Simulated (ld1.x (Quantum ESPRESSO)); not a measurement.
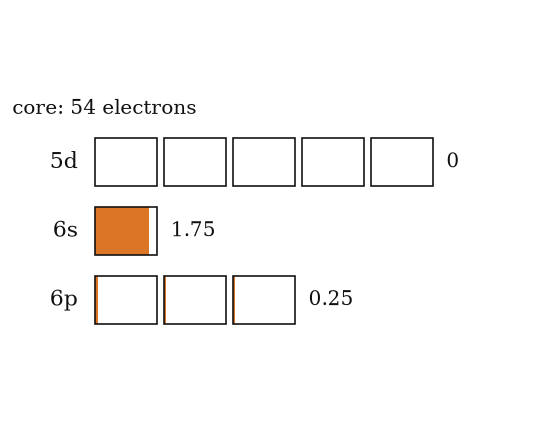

Figure 1. The valence shells of the reference configuration: a box for each of the 2l + 1 orbitals, shaded by the share of the shell that is filled, with the electron count at the right.

Pseudopotential generation, with input and output: Ba

Barium (Ba, Z = 56), core [Xe], reference valence 5d0 6s1.75 6p0.25, valence charge 2. Level asked for: ultrasoft potential, revPBE, scalar-relativistic, made with ld1.x (Quantum ESPRESSO) 7.5.

Input:
```
 &input
   title='Ba', zed=56., rel=1, dft='REVPBE', iswitch=3,
   config='[Xe] 5d0 6s1.75 6p0.25',
   nld=3, rlderiv=5.20, eminld=-2.0, emaxld=5.0, deld=0.02
 /
 &inputp
   pseudotype=3, tm=.true., lloc=-2, rcloc=3.35,
   nlcc=.true., new_core_ps=.true.,
   which_augfun='PSQ', rmatch_augfun_nc=.true.,
   file_pseudopw='Ba.UPF', file_wfcaegen='ae.wfc', file_wfcncgen='nc.wfc', file_beta='beta', file_chi='chi', file_wfcusgen='us.wfc'
 /
6
6S  1  0   1.75   0.00  3.95  4.60  0.0
6S  1  0   0.00   2.80  3.95  4.60  0.0
6P  2  1   0.25   0.00  2.95  4.15  0.0
6P  2  1   0.00   1.20  2.95  4.15  0.0
5D  3  2   0.00   0.00  4.00  4.80  0.0
5D  3  2   0.00   1.05  4.00  4.80  0.0
 &test
   configts(1)='5d0 6s1.75 6p0.25'
 /
```

Hardware: 1 CPU thread, shared host.

Launched with:
```bash
ld1.x < Ba.in > Ba.out
```

Output:
```
     Program LD1 v.7.5
     --------------------------- All-electron run ----------------------------

     Ba
     scalar relativistic calculation

     atomic number is 56.00
     dft =REVPBE   lsd =0 sic =0 latt =0  beta=0.20 tr2=1.0E-14
     Exchange-correlation= REVPBE
                           (   1   4   4   4   0   0   0)
     mesh =1251 r(mesh) =  99.44933 a.u. xmin = -7.00 dx = 0.01250
     1 Ry =  13.60569312 eV, c = 137.03599908

     n l     nl                  e(Ry)          e(Ha)          e(eV)
     1 0     1S 1( 2.00)     -2738.7015     -1369.3508    -37261.9327
     2 0     2S 1( 2.00)      -432.9008      -216.4504     -5889.9150
     2 1     2P 1( 6.00)      -388.1474      -194.0737     -5281.0140
     3 0     3S 1( 2.00)       -91.4009       -45.7004     -1243.5724
     3 1     3P 1( 6.00)       -77.0570       -38.5285     -1048.4138
     4 0     4S 1( 2.00)       -17.9538        -8.9769      -244.2745
     4 1     4P 1( 6.00)       -13.3286        -6.6643      -181.3443
     3 2     3D 1(10.00)       -56.2425       -28.1213      -765.2185
     5 0     5S 1( 2.00)        -2.4974        -1.2487       -33.9784
     5 1     5P 1( 6.00)        -1.3995        -0.6998       -19.0412
     4 2     4D 1(10.00)        -6.6148        -3.3074       -89.9995
     5 2     5D 1( 0.00)        -0.1612        -0.0806        -2.1930
     6 0     6S 1( 1.75)        -0.2458        -0.1229        -3.3436
     6 1     6P 1( 0.25)        -0.1009        -0.0505        -1.3734

     final scf error:  9.4E-15 reached in  23 iterations

     Etot =  -16271.621109 Ry,   -8135.810555 Ha, -221386.683429 eV

     Ekin =   17178.173496 Ry,    8589.086748 Ha,  233720.956994 eV
     Encl =  -39370.750143 Ry,  -19685.375071 Ha, -535666.344466 eV
     Eh   =    6316.400048 Ry,    3158.200024 Ha,   85939.000693 eV
     Exc  =    -395.444510 Ry,    -197.722255 Ha,   -5380.296650 eV

     normalization and overlap integrals

     s(1S/1S) =  1.000000  <r> =   0.0256  <r2> =    0.0009  r(max) =   0.0164
     s(2S/2S) =  1.000000  <r> =   0.1097  <r2> =    0.0142  r(max) =   0.0930
     s(2P/2P) =  1.000000  <r> =   0.0962  <r2> =    0.0113  r(max) =   0.0742
     s(3S/3S) =  1.000000  <r> =   0.2919  <r2> =    0.0974  r(max) =   0.2657
     s(3P/3P) =  1.000000  <r> =   0.2899  <r2> =    0.0974  r(max) =   0.2591
     s(4S/4S) =  1.000000  <r> =   0.6739  <r2> =    0.5123  r(max) =   0.6217
     s(4P/4P) =  1.000000  <r> =   0.7155  <r2> =    0.5821  r(max) =   0.6535
     s(3D/3D) =  1.000000  <r> =   0.2666  <r2> =    0.0839  r(max) =   0.2148
     s(5S/5S) =  1.000000  <r> =   1.6388  <r2> =    3.0179  r(max) =   1.4728
     s(5P/5P) =  1.000000  <r> =   1.9165  <r2> =    4.1674  r(max) =   1.6689
     s(4D/4D) =  1.000000  <r> =   0.8003  <r2> =    0.7440  r(max) =   0.6957
     s(5D/5D) =  1.000000  <r> =   3.5211  <r2> =   15.2154  r(max) =   2.4587
     s(6S/6S) =  1.000000  <r> =   4.8009  <r2> =   26.0435  r(max) =   4.2087
     s(6P/6P) =  1.000000  <r> =   6.4604  <r2> =   47.7401  r(max) =   5.4040

     ------------------------ End of All-electron run ------------------------

     --------------------- Generating US pseudopotential ---------------------

      Generating local potential from pseudized AE potential:
      Matching radius rcloc =   3.3500
      Enforcing V''(0)=0 (lloc=-2)

      Local pseudo, rcloc= 3.319 Estimated cut-off energy=     3.10 Ry

      Computing core charge for nlcc:

       r > 3.16 : true rho core
      Core charge pseudized with two Bessel functions
      Integrated core pseudo-charge :   7.36
      Wfc-us  6S rcutus= 4.594  Estimated cut-off energy=     5.92 Ry
      Wfc-us  6S rcutus= 4.594  Estimated cut-off energy=     3.36 Ry
      Wfc-us  6P rcutus= 4.156  Estimated cut-off energy=     9.75 Ry
      Wfc-us  6P rcutus= 4.156  Estimated cut-off energy=     6.36 Ry
      Wfc-us  5D rcutus= 4.829  Estimated cut-off energy=     5.00 Ry
      Wfc-us  5D rcutus= 4.829  Estimated cut-off energy=     5.33 Ry

      Problem with multipole  2  0:  3  1 l3=  1     -0.0000270
      Problem with multipole  3  1:  3  1 l3=  2      0.0000135
      Problem with multipole  3  1:  6  2 l3=  3      0.0000443
      Problem with multipole  5  2:  5  2 l3=  4      0.0000247
      Problem with multipole  6  2:  6  2 l3=  4     -0.0000170

     Q pseudized with Bessel functions
     Expected ecutrho=      92.1459 due to l1=  1   l2=  2

       Warning: n=1, l=0 expected 0 nodes, found 1
       Setting wfc to zero for this iteration
       (This warning will only be printed once per wavefunction)

       Zero norm: self consistency problem; state:  2 (l=  0, j=0.0)

       Warning: n=2, l=1 expected 0 nodes, found 1
       Setting wfc to zero for this iteration
       (This warning will only be printed once per wavefunction)

       Zero norm: self consistency problem; state:  3 (l=  1, j=0.0)

     ------------------- End of pseudopotential generation -------------------

     --------------------------- All-electron run ----------------------------

     Ba
     scalar relativistic calculation

     atomic number is 56.00
     dft =REVPBE   lsd =0 sic =0 latt =0  beta=0.20 tr2=1.0E-14
     Exchange-correlation= REVPBE
                           (   1   4   4   4   0   0   0)
     mesh =1251 r(mesh) =  99.44933 a.u. xmin = -7.00 dx = 0.01250
     1 Ry =  13.60569312 eV, c = 137.03599908

     n l     nl                  e(Ry)          e(Ha)          e(eV)
     1 0     1S 1( 2.00)     -2738.7015     -1369.3508    -37261.9327
     2 0     2S 1( 2.00)      -432.9008      -216.4504     -5889.9150
     2 1     2P 1( 6.00)      -388.1474      -194.0737     -5281.0140
     3 0     3S 1( 2.00)       -91.4009       -45.7004     -1243.5724
     3 1     3P 1( 6.00)       -77.0570       -38.5285     -1048.4138
     4 0     4S 1( 2.00)       -17.9538        -8.9769      -244.2745
     4 1     4P 1( 6.00)       -13.3286        -6.6643      -181.3443
     3 2     3D 1(10.00)       -56.2425       -28.1213      -765.2185
     5 0     5S 1( 2.00)        -2.4974        -1.2487       -33.9784
     5 1     5P 1( 6.00)        -1.3995        -0.6998       -19.0412
     4 2     4D 1(10.00)        -6.6148        -3.3074       -89.9995
     5 2     5D 1( 0.00)        -0.1612        -0.0806        -2.1930
     6 0     6S 1( 1.75)        -0.2458        -0.1229        -3.3436
     6 1     6P 1( 0.25)        -0.1009        -0.0505        -1.3734

     final scf error:  9.4E-15 reached in  23 iterations

     Etot =  -16271.621109 Ry,   -8135.810555 Ha, -221386.683429 eV

     Ekin =   17178.173496 Ry,    8589.086748 Ha,  233720.956994 eV
     Encl =  -39370.750143 Ry,  -19685.375071 Ha, -535666.344466 eV
     Eh   =    6316.400048 Ry,    3158.200024 Ha,   85939.000693 eV
     Exc  =    -395.444510 Ry,    -197.722255 Ha,   -5380.296650 eV

     normalization and overlap integrals

     s(1S/1S) =  1.000000  <r> =   0.0256  <r2> =    0.0009  r(max) =   0.0164
     s(2S/2S) =  1.000000  <r> =   0.1097  <r2> =    0.0142  r(max) =   0.0930
     s(2P/2P) =  1.000000  <r> =   0.0962  <r2> =    0.0113  r(max) =   0.0742
     s(3S/3S) =  1.000000  <r> =   0.2919  <r2> =    0.0974  r(max) =   0.2657
     s(3P/3P) =  1.000000  <r> =   0.2899  <r2> =    0.0974  r(max) =   0.2591
     s(4S/4S) =  1.000000  <r> =   0.6739  <r2> =    0.5123  r(max) =   0.6217
     s(4P/4P) =  1.000000  <r> =   0.7155  <r2> =    0.5821  r(max) =   0.6535
     s(3D/3D) =  1.000000  <r> =   0.2666  <r2> =    0.0839  r(max) =   0.2148
     s(5S/5S) =  1.000000  <r> =   1.6388  <r2> =    3.0179  r(max) =   1.4728
     s(5P/5P) =  1.000000  <r> =   1.9165  <r2> =    4.1674  r(max) =   1.6689
     s(4D/4D) =  1.000000  <r> =   0.8003  <r2> =    0.7440  r(max) =   0.6957
     s(5D/5D) =  1.000000  <r> =   3.5211  <r2> =   15.2154  r(max) =   2.4587
     s(6S/6S) =  1.000000  <r> =   4.8009  <r2> =   26.0435  r(max) =   4.2087
     s(6P/6P) =  1.000000  <r> =   6.4604  <r2> =   47.7401  r(max) =   5.4040

     ------------------------ End of All-electron run ------------------------

     Computing logarithmic derivative in   5.17282

 %%%%%%%%%%%%%%%%%%%%%%%%%%%%%%%%%%%%%%%%%%%%%%%%%%%%%%%%%%%%%%%%%%%%%%%%%%%%%%
     Error in routine chargeps (1):
     negative rho
 %%%%%%%%%%%%%%%%%%%%%%%%%%%%%%%%%%%%%%%%%%%%%%%%%%%%%%%%%%%%%%%%%%%%%%%%%%%%%%

     stopping ...
```

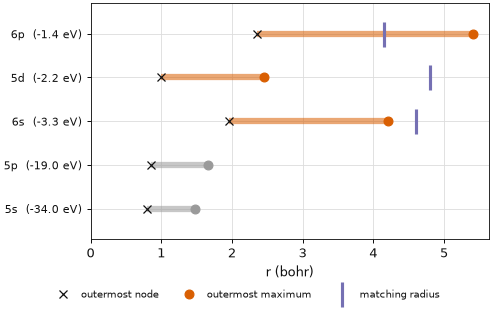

Figure 2. Outer shells of the all-electron reference atom: each bar runs from the outermost node (or the nucleus) to the outermost maximum of u(r); the tick is the radius chosen for the pseudo-wave. Shells without a tick have no pseudo-wave of their own. Levels, nodes and maxima are from ld1.x, scalar-relativistic.

- Radii against the shells: 6s: 4.60 bohr, outside the maximum; 5d: 4.80 bohr, outside the maximum; 6p: 4.15 bohr, between node and maximum.

What the run reported:

- outcome: ended with an error

What went wrong:

The generator stopped with the message “chargeps: negative rho”. In words: the spherical valence density built from the smooth waves and the augmentation charge turned negative at some radius.
